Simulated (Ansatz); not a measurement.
# AsH2 (SMILES [AsH2]): UPBE0/cc-pVTZ

Aim: the electronic atomisation energy of AsH2 at UPBE0/cc-pVTZ, from 3 runs. 

The calculation is run with Ansatz 0.2.0.

34 further runs of the same task are left out: 34 set aside as unsound or not needed.

## (1) The structure to begin with

The species is AsH2 (3 atoms), meant as a doublet with charge 0. SMILES: `[AsH2]`. The shape is that of a PBE0-D4/def2-TZVP optimisation.

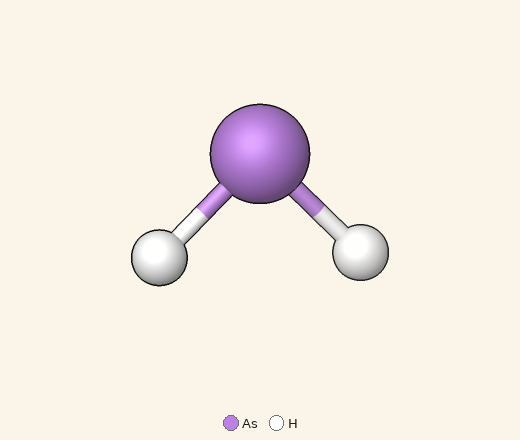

The structure, seen from a chosen angle (arsenic purple, hydrogen white).

## (2) The energy at UPBE0/cc-pVTZ

in.yaml

```yaml
basis:
  gaussian:
    orbitals: cc-pVTZ
crystal:
  periodic: [false, false, false]
  atoms:
    - {symbol: As, position_ang: [-0.573310, 0.327430, -0.274790]}
    - {symbol: H, position_ang: [0.680410, 0.795730, 0.459110]}
    - {symbol: H, position_ang: [-0.107090, -1.123160, -0.184320]}
accuracy: high
magnetization:
  spin_polarized: true
  initial_magnetization: 1
output: {orbitals: {seedname: orbitals}}
hamiltonian:
  xc: pbe0
```

Command:

```bash
$ ansatz run in.yaml --threads 1 --pin off --max-ram 3480MiB --events-out events.jsonl --progress --plain --runs-dir runs
```

Standard output:

```text
Warning: RAYON_NUM_THREADS=1 ignored (pool sized by the plan → 1); use --threads N
Functional definition: PBE0
  name "PBE0"
  parameter a = 0.25
  parameter kappa = 0.804
  parameter beta = 0.06672455060314922
  exchange = (1 - a)*pbe_x(kappa = kappa, mu = beta*pi^2/3) + a*exact_x
  correlation = pbe_c(beta = beta)
1046 factors; integrals over basis functions are off by at most 4.4e-9 eV
mean field evaluation 1: about -60866.3091 eV, gradient 6.3e0 eV
mean field evaluation 2: about -60866.4806 eV, gradient 2.8e0 eV
mean field evaluation 4: about -60866.5152 eV, gradient 7.6e-1 eV
mean field evaluation 8: about -60866.5297 eV, gradient 1.6e-2 eV
mean field evaluation 16: about -60866.5297 eV, gradient 4.7e-6 eV
mean field -60866.52972731 eV, -2236.8037106630 hartree, gradient 9.6e-9 eV, S^2 0.754909; 0 other end points of the search recorded, 0 dependent functions left out
reference -60866.52972925 eV, -2236.8037107341 hartree; 18, 17 occupied and 53, 54 virtual orbitals, 1046 factors
Total energy: -60866.52972925 eV, -2236.8037107341 hartree
```

Wall time 2.8 s (1 thread of Intel Xeon 6975P-C (Granite Rapids), shared host); peak memory 0.21 GiB.

## (3) The As atom at the same level

run.yaml

```yaml
crystal:
  periodic: [false, false, false]
  atoms:
    - {symbol: As, position_ang: [0.000000, 0.000000, 0.000000]}
basis:
  gaussian:
    orbitals: cc-pVTZ
hamiltonian:
  xc: pbe0
accuracy: high
magnetization:
  spin_polarized: true
  initial_magnetization: 3
```

Run the same way, it converges to -2235.58128 Eh (log not shown).

## (4) The H atom at the same level

job.yaml

```yaml
crystal:
  periodic: [false, false, false]
  atoms:
    - {symbol: H, position_ang: [0.000000, 0.000000, 0.000000]}
basis:
  gaussian:
    orbitals: cc-pVTZ
magnetization:
  spin_polarized: true
  initial_magnetization: 1
hamiltonian:
  xc: {name: PBE0}
accuracy: high
```

Run the same way, it converges to -0.50104 Eh (log not shown).

## (5) Results

At UPBE0/cc-pVTZ:

| quantity | value |
| --- | --- |
| molecule: total energy | -2236.80371 Eh |
| molecule: HOMO energy (highest over α and β) | -6.89 eV |
| molecule: LUMO energy (lowest over α and β) | -3.11 eV |
| molecule: ⟨S²⟩ | 0.755 |
| As atom: total energy | -2235.58128 Eh |
| As atom: ⟨S²⟩ | 3.751 |
| H atom: total energy | -0.50104 Eh |
| H atom: ⟨S²⟩ | 0.750 |
| electronic atomisation energy | 5.996 eV |

In words: Taking the molecule apart into free atoms costs 6.00 eV (579 kJ/mol), before zero-point energy and without spin-orbit coupling.
